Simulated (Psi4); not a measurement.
Geometry relaxation of N2 (part 2 of 3)

Continued. System: N2, SMILES N#N. Method: r2SCAN/6-31G*, RKS (Psi4 1.11). The geometry comes from this level: PBE0-D4/def2-TZVP.

Geometry of the input (Å):
```
N  0.4655  -0.1503  0.2398
N  -0.4655  0.1503  -0.2398
```

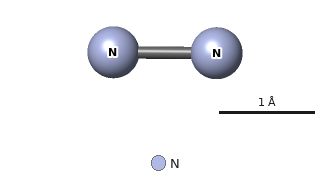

The starting structure (ball-and-stick view, seen on its broad side).

Log, continued
```
	----------------------------------------------------------------------------------------------~
	   Step    Total Energy     Delta E     Max Force     RMS Force      Max Disp      RMS Disp   ~
	----------------------------------------------------------------------------------------------~
	  Convergence Criteria     1.00e-06 *    3.00e-04 *             o    1.20e-03 *             o~
	----------------------------------------------------------------------------------------------~
	     1    -109.46273134   -1.09e+02      5.89e-02      5.89e-02 o    3.14e-02      3.14e-02 o  ~
	----------------------------------------------------------------------------------------------

Next Geometry in Ang
	Fragment 1 (Ang)

	    N   0.5530782019   0.0000000000   0.0000000000
	    N  -0.5530782019  -0.0000000000   0.0000000000

    Structure for next step:
    Molecular point group: d2h
    Full point group: D_inf_h

    Geometry (in Angstrom), charge = 0, multiplicity = 1:

    N            0.553078201918     0.000000000000     0.000000000000
    N           -0.553078201918    -0.000000000000     0.000000000000

gradient() will perform analytic gradient computation.

  ==> Geometry <==

    Molecular point group: d2h
    Full point group: D_inf_h

    Geometry (in Angstrom), charge = 0, multiplicity = 1:

       Center              X                  Y                   Z               Mass
    ------------   -----------------  -----------------  -----------------  -----------------
         N            0.553078201918     0.000000000000     0.000000000000    14.003074004430
         N           -0.553078201918    -0.000000000000     0.000000000000    14.003074004430

  Running in d2h symmetry.

  Rotational constants: A = ************  B =      1.96775  C =      1.96775 [cm^-1]
  Rotational constants: A = ************  B =  58991.67602  C =  58991.67602 [MHz]
  Nuclear repulsion =   23.441245047188826

  Charge       = 0
  Multiplicity = 1
  Electrons    = 14
  Nalpha       = 7
  Nbeta        = 7

  ==> Algorithm <==

  SCF Algorithm Type is DIRECT.
  DIIS enabled.
  MOM disabled.
  Fractional occupation disabled.
  Guess Type is READ.
  Energy threshold   = 1.00e-08
  Density threshold  = 1.00e-08
  Integral threshold = 1.00e-12

   => Molecular Quadrature <=

    Radial Scheme          =       TREUTLER
    Pruning Scheme         =           NONE
    Nuclear Scheme         =       TREUTLER

    Blocking Scheme        =         OCTREE
    BS radius alpha        =              1
    Pruning alpha          =              1
    Radial Points          =             75
    Spherical Points       =            302
    Total Points           =          41872
    Total Blocks           =            376
    Max Points             =            256
    Max Functions          =             30
    Weights Tolerance      =       1.00E-15

   => Loading Basis Set <=

    Name: (6-31G* AUX)
    Role: JKFIT
    Keyword: DF_BASIS_SCF

   => Loading Basis Set <=

    Name: 6-31G*
    Role: ORBITAL
    Keyword: BASIS

  Reading orbitals from file s1/calc.default.771751.180.npy, no projection.

  Starting with a DF guess...

   => Auxiliary Basis Set <=

  Basis Set: (6-31G* AUX)
    Blend: CC-PVDZ-JKFIT
    Number of shells: 48
    Number of basis functions: 162
    Number of Cartesian functions: 162
    Spherical Harmonics?: false
    Max angular momentum: 3

  Cached 100.0% of DFT collocation blocks in 0.090 [GiB].

  Minimum eigenvalue in the overlap matrix is 9.0209201063E-03.
  Reciprocal condition number of the overlap matrix is 2.2037633874E-03.
    Using symmetric orthogonalization.

  ==> Pre-Iterations <==

  SCF Guess: Orbitals guess was supplied from a previous computation.

   -------------------------------------------------------
    Irrep   Nso     Nmo     Nalpha   Nbeta   Ndocc  Nsocc
   -------------------------------------------------------
     Ag         8       8       3       3       3       0
     B1g        3       3       0       0       0       0
     B2g        3       3       0       0       0       0
     B3g        1       1       0       0       0       0
     Au         1       1       0       0       0       0
     B1u        3       3       1       1       1       0
     B2u        3       3       1       1       1       0
     B3u        8       8       2       2       2       0
   -------------------------------------------------------
    Total      30      30       7       7       7       0
   -------------------------------------------------------

  ==> Iterations <==

                           Total Energy        Delta E     RMS |[F,P]|

   @DF-RKS iter   0:  -109.44681660625032   -1.09447e+02   5.99588e-03
   @DF-RKS iter   1:  -109.46366581237568   -1.68492e-02   8.79683e-04 ADIIS/DIIS
   @DF-RKS iter   2:  -109.46370286616042   -3.70538e-05   5.45127e-04 ADIIS/DIIS
   @DF-RKS iter   3:  -109.46372444874751   -2.15826e-05   2.88253e-05 DIIS
   @DF-RKS iter   4:  -109.46372450544590   -5.66984e-08   4.41564e-06 DIIS
   @DF-RKS iter   5:  -109.46372450690153   -1.45563e-09   2.33176e-08 DIIS
   @DF-RKS iter   6:  -109.46372450690153    0.00000e+00   1.43811e-09 DIIS

  DF guess converged.

  ==> DirectJK: Integral-Direct J/K Matrices <==

    J tasked:                  Yes
    K tasked:                   No
    wK tasked:                  No
    Integrals threads:           1
    Screening Type:           CSAM
    Screening Cutoff:        1E-12
    Incremental Fock:           No

   @RKS iter   7:  -109.46371706217460   -1.09464e+02   4.01097e-06 DIIS
   @RKS iter   8:  -109.46371706317990   -1.00530e-09   5.52653e-07 DIIS
   @RKS iter   9:  -109.46371706319397   -1.40687e-11   3.29419e-07 DIIS
   @RKS iter  10:  -109.46371706320211   -8.14282e-12   7.45373e-09 DIIS
  Energy and wave function converged.

  ==> Post-Iterations <==

   Electrons on quadrature grid:
      Ntotal   =   14.0000002718 ; deviation = 2.718e-07

    Final Occupation by Irrep:
             Ag   B1g   B2g   B3g    Au   B1u   B2u   B3u
    DOCC [     3,    0,    0,    0,    0,    1,    1,    2 ]
    NA   [     3,    0,    0,    0,    0,    1,    1,    2 ]
    NB   [     3,    0,    0,    0,    0,    1,    1,    2 ]

  @RKS Final Energy:  -109.46371706320211

   => Energetics <=

    Nuclear Repulsion Energy =             23.4412450471888256
    One-Electron Energy =                -194.0968915095919556
    Two-Electron Energy =                  74.8048944249847523
    DFT Exchange-Correlation Energy =     -13.6129650257837405
    Empirical Dispersion Energy =           0.0000000000000000
    VV10 Nonlocal Energy =                  0.0000000000000000
    Total Energy =                       -109.4637170632021110

Computation Completed

Properties will be evaluated at   0.000000,   0.000000,   0.000000 [a0]

Properties computed using the SCF density matrix

 Multipole Moments:

 ------------------------------------------------------------------------------------
     Multipole            Electronic (a.u.)      Nuclear  (a.u.)        Total (a.u.)
 ------------------------------------------------------------------------------------

 L = 1.  Multiply by 2.5417464519 to convert [e a0] to [Debye]
 Dipole X            :          0.0000000            0.0000000            0.0000000
 Dipole Y            :          0.0000000            0.0000000            0.0000000
 Dipole Z            :          0.0000000            0.0000000            0.0000000
 Magnitude           :                                                    0.0000000

 ------------------------------------------------------------------------------------

	total time  =          2 seconds =       0.03 minutes

         ------------------------------------------------------------
                                   SCF GRAD
         ------------------------------------------------------------

  ==> Geometry <==

    Molecular point group: d2h
    Full point group: D_inf_h

    Geometry (in Angstrom), charge = 0, multiplicity = 1:

       Center              X                  Y                   Z               Mass
    ------------   -----------------  -----------------  -----------------  -----------------
         N            0.553078201918     0.000000000000     0.000000000000    14.003074004430
         N           -0.553078201918    -0.000000000000     0.000000000000    14.003074004430

  Nuclear repulsion =   23.441245047188826

   => Molecular Quadrature <=

    Radial Scheme          =       TREUTLER
    Pruning Scheme         =           NONE
    Nuclear Scheme         =       TREUTLER

    Blocking Scheme        =         OCTREE
    BS radius alpha        =              1
    Pruning alpha          =              1
    Radial Points          =             75
    Spherical Points       =            302
    Total Points           =          41872
    Total Blocks           =            376
    Max Points             =            256
    Max Functions          =             30
    Weights Tolerance      =       1.00E-15

  -Total Gradient:
     Atom            X                  Y                   Z
    ------   -----------------  -----------------  -----------------
       1       -0.005978539976    -0.000000000000     0.000000000000
       2        0.005978539976     0.000000000000     0.000000000000

	total time  =          0 seconds =       0.00 minutes

    			-----------------------------------------

    			 OPTKING 3.0: for geometry optimizations

    			        with contributions from

    			-----------------------------------------

	                            ===> Fragment 1 <==

	 Z (Atomic Numbers)          Masses                          Geom
	       7.000000            14.003074          1.04516633  0.00000000  0.00000000
	       7.000000            14.003074         -1.04516633 -0.00000000  0.00000000

	 - Coordinate -           - BOHR/RAD -       - ANG/DEG -
	 R(1,2)           =         2.090333           1.106156

	        --- Internal Coordinate Step in ANG or DEG, aJ/ANG or AJ/DEG ---
	-------------------------------------------------------------------------------
	           Coordinate      Previous         Force          Change          New
	           ----------      --------        ------          ------        ------
	               R(1,2)       1.10616        0.04926        0.00187       1.10803
	-------------------------------------------------------------------------------

	                                 ==> Convergence Check <==

	Measures of convergence in internal coordinates in au.

	Criteria marked as inactive (o), active & met (*), and active & unmet ( ).

	----------------------------------------------------------------------------------------------
	   Step    Total Energy     Delta E     Max Force     RMS Force      Max Disp      RMS Disp
	----------------------------------------------------------------------------------------------
	  Convergence Criteria     1.00e-06 *    3.00e-04 *             o    1.20e-03 *             o
	----------------------------------------------------------------------------------------------
	     2    -109.46371706   -9.86e-04      5.98e-03      5.98e-03 o    3.54e-03      3.54e-03 o  ~
	----------------------------------------------------------------------------------------------

Next Geometry in Ang
	Fragment 1 (Ang)

	    N   0.5540152886   0.0000000000   0.0000000000
	    N  -0.5540152886  -0.0000000000   0.0000000000

    Structure for next step:
    Molecular point group: d2h
    Full point group: D_inf_h

    Geometry (in Angstrom), charge = 0, multiplicity = 1:

    N            0.554015288594     0.000000000000     0.000000000000
    N           -0.554015288594    -0.000000000000     0.000000000000

gradient() will perform analytic gradient computation.

  ==> Geometry <==

    Molecular point group: d2h
    Full point group: D_inf_h

    Geometry (in Angstrom), charge = 0, multiplicity = 1:

       Center              X                  Y                   Z               Mass
    ------------   -----------------  -----------------  -----------------  -----------------
         N            0.554015288594     0.000000000000     0.000000000000    14.003074004430
         N           -0.554015288594    -0.000000000000     0.000000000000    14.003074004430

  Running in d2h symmetry.

  Rotational constants: A = ************  B =      1.96110  C =      1.96110 [cm^-1]
  Rotational constants: A = ************  B =  58792.28238  C =  58792.28238 [MHz]
  Nuclear repulsion =   23.401595458340804

  Charge       = 0
  Multiplicity = 1
  Electrons    = 14
  Nalpha       = 7
  Nbeta        = 7

   => Auxiliary Basis Set <=

  Basis Set: (6-31G* AUX)
    Blend: CC-PVDZ-JKFIT
    Number of shells: 48
    Number of basis functions: 162
    Number of Cartesian functions: 162
    Spherical Harmonics?: false
    Max angular momentum: 3

  Cached 100.0% of DFT collocation blocks in 0.090 [GiB].

  Minimum eigenvalue in the overlap matrix is 9.0797119867E-03.
  Reciprocal condition number of the overlap matrix is 2.2182062443E-03.
    Using symmetric orthogonalization.

  ==> Iterations <==

                           Total Energy        Delta E     RMS |[F,P]|

   @DF-RKS iter   0:  -109.46178844709688   -1.09462e+02   6.62348e-04
   @DF-RKS iter   1:  -109.46373304064527   -1.94459e-03   1.00921e-04 ADIIS/DIIS
   @DF-RKS iter   2:  -109.46373352687489   -4.86230e-07   6.26651e-05 DIIS
   @DF-RKS iter   3:  -109.46373381254718   -2.85672e-07   3.25538e-06 DIIS
   @DF-RKS iter   4:  -109.46373381327028   -7.23105e-10   4.91677e-07 DIIS
   @DF-RKS iter   5:  -109.46373381328844   -1.81615e-11   2.46996e-09 DIIS

  DF guess converged.

  ==> DirectJK: Integral-Direct J/K Matrices <==
```
